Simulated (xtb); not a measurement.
**Run report: C2H6ClSi2 (charge −1), geometry relaxation (part 3 of 3)**

Continued. System: C2H6ClSi2, charge −1, SMILES Cl[SiH-][SiH]1CC1. Method: GFN2-xTB (xtb 6.7.1). The geometry comes from this level: GFN2-xTB.

Geometry of the input (Å):
```
Cl -0.5532  2.3102  3.0086
Si -1.1119  1.6511  0.9295
Si 0.5480  0.2431  0.4112
C  -0.1212  -1.4506  -0.1244
C  0.1833  -0.5323  -1.2814
H  -0.5873  2.9401  0.3446
H  2.0048  -0.0838  0.5462
H  0.4983  -2.3375  -0.0589
H  -1.1676  -1.6967  0.0133
H  0.9825  -0.8510  -1.9389
H  -0.6756  -0.1925  -1.8499
```

### What the program printed, continued
```
         #    Occupation            Energy/Eh            Energy/eV
      -------------------------------------------------------------
         1        2.0000           -0.8655009             -23.5515
       ...           ...                  ...                  ...
         3        2.0000           -0.4408431             -11.9960
         4        2.0000           -0.3924039             -10.6779
         5        2.0000           -0.3906430             -10.6299
         6        2.0000           -0.3387148              -9.2169
         7        2.0000           -0.2979743              -8.1083
         8        2.0000           -0.2847496              -7.7484
         9        2.0000           -0.2551654              -6.9434
        10        2.0000           -0.2469124              -6.7188
        11        2.0000           -0.2447781              -6.6608
        12        2.0000           -0.2378277              -6.4716
        13        2.0000           -0.2059391              -5.6039
        14        2.0000           -0.1728159              -4.7026
        15        2.0000           -0.1549035              -4.2151 (HOMO)
        16                         -0.0439575              -1.1961 (LUMO)
        17                         -0.0339647              -0.9242
        18                         -0.0112552              -0.3063
        19                          0.0530185               1.4427
        20                          0.0609051               1.6573
        21                          0.0895988               2.4381
        22                          0.1024083               2.7867
        23                          0.1320730               3.5939
        24                          0.1874279               5.1002
        25                          0.2046643               5.5692
        26                          0.2287143               6.2236
       ...                                ...                  ...
        41                          1.4688894              39.9705
      -------------------------------------------------------------
                  HL-Gap            0.1109460 Eh            3.0190 eV
             Fermi-level           -0.0994305 Eh           -2.7056 eV

     #   Z          covCN         q      C6AA      α(0)
     1  17 Cl       0.778    -0.653   121.283    16.846
     2  14 Si       2.639     0.259   186.165    29.960
     3  14 Si       3.618     0.258   104.084    19.580
     4   6 C        3.702    -0.156    23.685     6.959
     5   6 C        3.702    -0.160    23.776     6.972
     6   1 H        0.902    -0.184     9.672     4.866
     7   1 H        0.906    -0.114     6.087     3.860
     8   1 H        0.925    -0.060     4.337     3.257
     9   1 H        0.925    -0.058     4.302     3.244
    10   1 H        0.925    -0.061     4.372     3.270
    11   1 H        0.925    -0.072     4.671     3.380

 Mol. C6AA /au·bohr⁶  :       3356.999158
 Mol. C8AA /au·bohr⁸  :     136494.847078
 Mol. α(0) /au        :        102.193187

Wiberg/Mayer (AO) data.
largest (>0.10) Wiberg bond orders for each atom

 ---------------------------------------------------------------------------
     #   Z sym  total        # sym  WBO       # sym  WBO       # sym  WBO
 ---------------------------------------------------------------------------
     1  17 Cl   0.614 --     2 Si   0.582
     2  14 Si   2.836 --     3 Si   1.215     6 H    0.913     1 Cl   0.582
     3  14 Si   3.696 --     2 Si   1.215     7 H    0.873     4 C    0.801
                             5 C    0.797
     4   6 C    3.920 --     5 C    1.063     8 H    1.001     9 H    0.998
                             3 Si   0.801
     5   6 C    3.912 --     4 C    1.063    10 H    1.001    11 H    0.999
                             3 Si   0.797
     6   1 H    0.966 --     2 Si   0.913
     7   1 H    0.987 --     3 Si   0.873
     8   1 H    0.996 --     4 C    1.001
     9   1 H    0.997 --     4 C    0.998
    10   1 H    0.996 --     5 C    1.001
    11   1 H    0.995 --     5 C    0.999
 ---------------------------------------------------------------------------

Topologies differ in total number of bonds
Writing topology from bond orders to xtbtopo.mol

molecular dipole:
                 x           y           z       tot (Debye)
 q only:        0.208      -1.764      -2.388
   full:        0.740      -2.165      -2.710       9.016
molecular quadrupole (traceless):
                xx          xy          yy          xz          yz          zz
 q only:       19.054       3.823      -6.393       4.570     -24.462     -12.661
  q+dip:       16.821       5.816      -3.631       5.554     -23.381     -13.190
   full:       12.095       6.837      -2.546       6.772     -21.306      -9.548

           -------------------------------------------------
          |                Geometry Summary                 |
           -------------------------------------------------

      molecular mass/u    :      121.6930513
   center of mass at/Å    :       -0.2762585       0.8961364       1.0232366
  moments of inertia/u·Å² :        0.7466613E+02   0.4690193E+03   0.4953722E+03
rotational constants/cm⁻¹ :        0.2257735E+00   0.3594230E-01   0.3403023E-01

 * 10 selected distances

     #   Z          #   Z                                           value/Å
     2  14 Si       3  14 Si                                      2.2377290 (max)
     3  14 Si       4   6 C                                       1.8981704
     3  14 Si       5   6 C                                       1.8969949
     4   6 C        5   6 C                                       1.5084038
     2  14 Si       6   1 H                                       1.5102593
     3  14 Si       7   1 H                                       1.4990845
     4   6 C        8   1 H                                       1.0841228
     4   6 C        9   1 H                                       1.0841157
     5   6 C       10   1 H                                       1.0834540 (min)
     5   6 C       11   1 H                                       1.0847094

 * 5 distinct bonds (by element types)

   Z      Z             #   av. dist./Å        max./Å        min./Å
   1 H    6 C           4     1.0841005     1.0847094     1.0834540
   6 C    6 C           1     1.5084038     1.5084038     1.5084038
   1 H   14 Si          2     1.5046719     1.5102593     1.4990845
   6 C   14 Si          2     1.8975827     1.8981704     1.8969949
  14 Si  14 Si          1     2.2377290     2.2377290     2.2377290

           -------------------------------------------------
          |               Frequency Printout                |
           -------------------------------------------------
 projected vibrational frequencies (cm⁻¹)
eigval :       -0.00    -0.00    -0.00    -0.00     0.00     0.00
eigval :       52.88    90.96   155.85   157.05   272.46   545.19
eigval :      562.59   588.20   658.09   683.21   726.87   734.53
eigval :      745.11   786.51   888.35  1013.57  1052.22  1111.56
eigval :     1201.38  1471.49  1490.89  1802.30  1916.48  2986.83
eigval :     3001.05  3011.60  3019.03
 reduced masses (amu)
   1: 24.95   2: 19.53   3: 27.57   4: 30.34   5: 19.66   6: 20.39   7: 21.42   8: 23.17
   9: 20.99  10: 15.82  11: 30.45  12:  5.36  13: 15.41  14:  9.47  15: 11.02  16:  2.55
  17:  2.06  18:  3.93  19: 14.93  20:  7.01  21:  2.10  22:  3.09  23:  4.69  24: 10.20
  25:  3.45  26:  1.95  27:  2.69  28:  1.90  29:  1.89  30:  2.03  31:  1.49  32:  1.54
  33:  2.03
 IR intensities (km·mol⁻¹)
   1:  5.41   2:  2.47   3:  8.36   4:  8.13   5:  0.26   6:  0.29   7:  0.62   8:  1.67
   9:  2.08  10:  0.40  11: 93.32  12: 34.43  13: 25.05  14: 63.14  15: 29.82  16: 90.88
  17:130.17  18: 21.00  19: 23.46  20:200.03  21:101.57  22: 65.58  23:  2.11  24: 43.40
Molecule has no symmetry elements
It seems to be the C1 point group
  25:  0.03  26:  9.18  27:  8.07  28:561.22  29:636.71  30:  2.61  31:109.22  32: 97.24
  33:263.80
 Raman intensities (Ä⁴*amu⁻¹)
   1:  0.00   2:  0.00   3:  0.00   4:  0.00   5:  0.00   6:  0.00   7:  0.00   8:  0.00
   9:  0.00  10:  0.00  11:  0.00  12:  0.00  13:  0.00  14:  0.00  15:  0.00  16:  0.00
  17:  0.00  18:  0.00  19:  0.00  20:  0.00  21:  0.00  22:  0.00  23:  0.00  24:  0.00
  25:  0.00  26:  0.00  27:  0.00  28:  0.00  29:  0.00  30:  0.00  31:  0.00  32:  0.00
  33:  0.00
 output can be read by thermo (or use thermo option).
 writing <g98.out> molden fake output.
 recommended (thermochemical) frequency scaling factor: 1.0
           -------------------------------------------------
          |             Thermodynamic Functions             |
           -------------------------------------------------

c1  symmetry found (for desy threshold:  0.10E+00) used in thermo

          ...................................................
          :                      SETUP                      :
          :.................................................:
          :  # frequencies                          27      :
          :  # imaginary freq.                       0      :
          :  linear?                             false      :
          :  only rotor calc.                    false      :
          :  symmetry                               c1      :
          :  rotational number                       1      :
          :  scaling factor                  1.0000000      :
          :  rotor cutoff                   50.0000000 cm⁻¹ :
          :  imag. cutoff                  -20.0000000 cm⁻¹ :
          :.................................................:

    mode    ω/cm⁻¹     T·S(HO)/kcal·mol⁻¹    T·S(FR)/kcal·mol⁻¹   T·S(vib)
   ------------------------------------------------------------------------
       1     52.88    -1.40334 ( 55.57%)    -1.03971 ( 44.43%)    -1.24177
       2     90.96    -1.08504 ( 91.63%)    -0.87911 (  8.37%)    -1.06781
       3    155.85    -0.77506 ( 98.95%)    -0.71967 (  1.05%)    -0.77448
       4    157.05    -0.77073 ( 98.98%)    -0.71740 (  1.02%)    -0.77019
       5    272.46    -0.47124 ( 99.89%)    -0.55423 (  0.11%)    -0.47133
   ------------------------------------------------------------------------

   temp. (K)  partition function   enthalpy   heat capacity  entropy
                                   cal/mol     cal/K/mol   cal/K/mol   J/K/mol
 298.15  VIB   93.6                 2916.273     18.844     18.199
         ROT  0.318E+06              888.752      2.981     28.160
         INT  0.298E+08             3805.026     21.825     46.360
         TR   0.130E+28             1481.254      4.968     40.285
         TOT                        5286.2795    26.7933    86.6446   362.5209

       T/K    H(0)-H(T)+PV         H(T)/Eh          T*S/Eh         G(T)/Eh
   ------------------------------------------------------------------------
    298.15    0.842422E-02    0.784237E-01    0.411676E-01    0.372561E-01
   ------------------------------------------------------------------------

         :::::::::::::::::::::::::::::::::::::::::::::::::::::
         ::                  THERMODYNAMIC                  ::
         :::::::::::::::::::::::::::::::::::::::::::::::::::::
         :: total free energy         -15.478392311246 Eh   ::
         ::.................................................::
         :: total energy              -15.515648398690 Eh   ::
         :: zero point energy           0.069999502337 Eh   ::
         :: G(RRHO) w/o ZPVE           -0.032743414894 Eh   ::
         :: G(RRHO) contrib.            0.037256087443 Eh   ::
         :::::::::::::::::::::::::::::::::::::::::::::::::::::

optimized geometry written to: xtbopt.xyz

           -------------------------------------------------
          | TOTAL ENERGY              -15.515648398690 Eh   |
          | TOTAL ENTHALPY            -15.437224673674 Eh   |
          | TOTAL FREE ENERGY         -15.478392311246 Eh   |
          | GRADIENT NORM               0.000121510465 Eh/α |
          | HOMO-LUMO GAP               3.018993440005 eV   |
           -------------------------------------------------

------------------------------------------------------------------------
------------------------------------------------------------------------
 total:
 *  cpu-time:     0 d,  0 h,  0 min,  1.059 sec
 * ratio c/w:     1.000 speedup
 SCF:
 *  cpu-time:     0 d,  0 h,  0 min,  0.014 sec
 * ratio c/w:     1.000 speedup
 ANC optimizer:
 *  cpu-time:     0 d,  0 h,  0 min,  0.058 sec
 * ratio c/w:     0.999 speedup
 analytical hessian:
 *  cpu-time:     0 d,  0 h,  0 min,  0.969 sec
 * ratio c/w:     1.000 speedup
```

### File xtbopt.xyz
```
11
 energy: -15.515648398676 gnorm: 0.000121710065 xtb: 6.7.1
Cl          -0.55315996918961        2.31168729471325        3.00944185103534
Si          -1.11155221831083        1.65027875669031        0.93063688198065
Si           0.54843940578669        0.24249070789569        0.41103034333737
C           -0.12124114965652       -1.45100088756953       -0.12438027910192
C            0.18327727592425       -0.53250118356948       -1.28149233596283
H           -0.58843842623881        2.93984099172027        0.34389683546666
H            2.00545186485948       -0.08371815199228        0.54503187268082
H            0.49736569054064       -2.33891230504039       -0.05910490145516
H           -1.16817251375722       -1.69582392222235        0.01455492661689
H            0.98358741983299       -0.84969544943392       -1.93934016560361
H           -0.67555737980852       -0.19265585117412       -1.85026502897675
```

### Standard error
```
normal termination of xtb
```

### Trajectory as extended XYZ (Å, eV, eV/Å), 6 frames, from step=0 to step=5
```
11
Properties=species:S:1:pos:R:3 step=0 energy=-422.20228
Cl   -0.5532    2.3102    3.0086
Si   -1.1119    1.6511    0.9295
Si    0.5480    0.2431    0.4112
C    -0.1212   -1.4506   -0.1244
C     0.1833   -0.5323   -1.2814
H    -0.5873    2.9401    0.3446
H     2.0048   -0.0838    0.5462
H     0.4983   -2.3375   -0.0589
H    -1.1676   -1.6967    0.0133
H     0.9825   -0.8510   -1.9389
H    -0.6756   -0.1925   -1.8499
11
Properties=species:S:1:pos:R:3 step=1 energy=-422.20228
Cl   -0.5541    2.3106    3.0110
Si   -1.1109    1.6518    0.9310
Si    0.5484    0.2424    0.4108
C    -0.1214   -1.4511   -0.1245
C     0.1834   -0.5327   -1.2817
H    -0.5884    2.9406    0.3425
H     2.0053   -0.0839    0.5452
H     0.4979   -2.3386   -0.0589
H    -1.1682   -1.6965    0.0144
H     0.9836   -0.8499   -1.9396
H    -0.6755   -0.1926   -1.8502
11
Properties=species:S:1:pos:R:3 step=2 energy=-422.20229
Cl   -0.5532    2.3114    3.0088
Si   -1.1124    1.6501    0.9301
Si    0.5483    0.2427    0.4110
C    -0.1213   -1.4509   -0.1243
C     0.1833   -0.5325   -1.2815
H    -0.5875    2.9398    0.3448
H     2.0052   -0.0838    0.5450
H     0.4976   -2.3387   -0.0588
H    -1.1683   -1.6960    0.0147
H     0.9839   -0.8495   -1.9396
H    -0.6756   -0.1926   -1.8502
11
Properties=species:S:1:pos:R:3 step=3 energy=-422.20230
Cl   -0.5532    2.3107    3.0094
Si   -1.1114    1.6504    0.9302
Si    0.5483    0.2430    0.4113
C    -0.1211   -1.4506   -0.1242
C     0.1832   -0.5322   -1.2812
H    -0.5880    2.9397    0.3434
H     2.0052   -0.0838    0.5455
H     0.4976   -2.3384   -0.0592
H    -1.1679   -1.6959    0.0138
H     0.9830   -0.8502   -1.9390
H    -0.6757   -0.1928   -1.8500
11
Properties=species:S:1:pos:R:3 step=4 energy=-422.20230
Cl   -0.5531    2.3109    3.0094
Si   -1.1120    1.6508    0.9304
Si    0.5486    0.2427    0.4113
C    -0.1211   -1.4508   -0.1243
C     0.1833   -0.5323   -1.2813
H    -0.5882    2.9399    0.3435
H     2.0055   -0.0839    0.5453
H     0.4975   -2.3387   -0.0592
H    -1.1679   -1.6959    0.0140
H     0.9831   -0.8501   -1.9391
H    -0.6756   -0.1926   -1.8500
11
Properties=species:S:1:pos:R:3 step=5 energy=-422.20230
Cl   -0.5532    2.3117    3.0094
Si   -1.1116    1.6503    0.9306
Si    0.5484    0.2425    0.4110
C    -0.1212   -1.4510   -0.1244
C     0.1833   -0.5325   -1.2815
H    -0.5885    2.9398    0.3439
H     2.0055   -0.0837    0.5450
H     0.4974   -2.3389   -0.0591
H    -1.1682   -1.6958    0.0146
H     0.9836   -0.8497   -1.9393
H    -0.6755   -0.1927   -1.8503
```

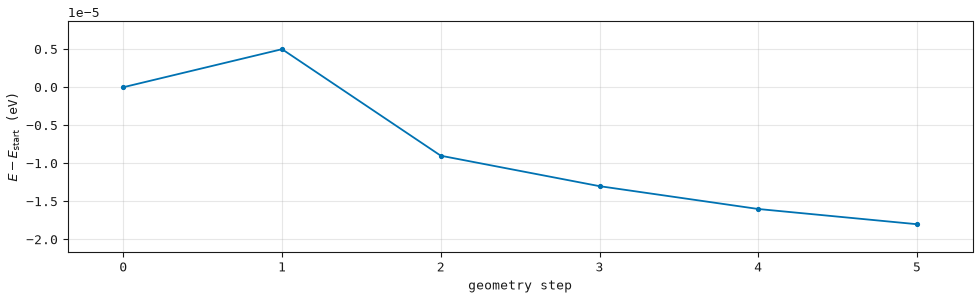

Progress of the relaxation, step by step (steps are counted from 0). The atoms keep their places after the best rigid fit (all moves are under 0.005 Å). Over 5 geometry steps the energy falls by next to nothing (0.0 eV).

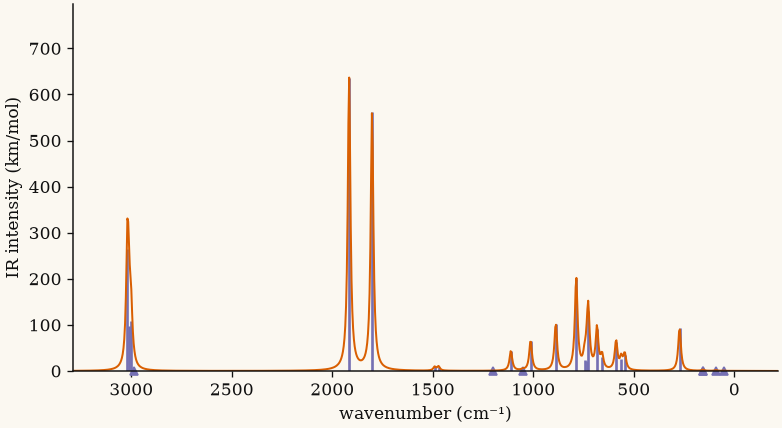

Harmonic infrared spectrum, unscaled: sticks (degenerate modes added up, dark ones marked on the axis) with a Lorentzian envelope of 16 cm⁻¹ full width, scaled to the tallest stick. 27 modes from 53 to 3019 cm⁻¹, none imaginary. The strongest line is at 1916 cm⁻¹ (637 km/mol).

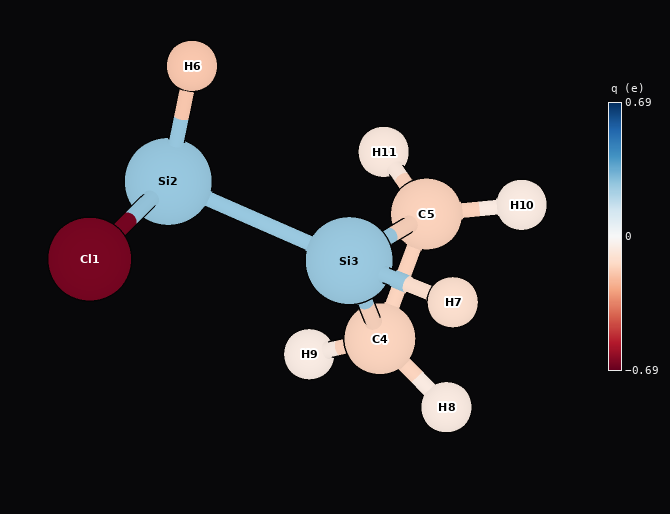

Mulliken charges, as the colour of each atom (ball-and-stick view, seen at a tilt; atoms are numbered from 1 in the order of the input). By element: Cl −0.65, Si +0.26, C −0.16 and H −0.18 to −0.06 e.
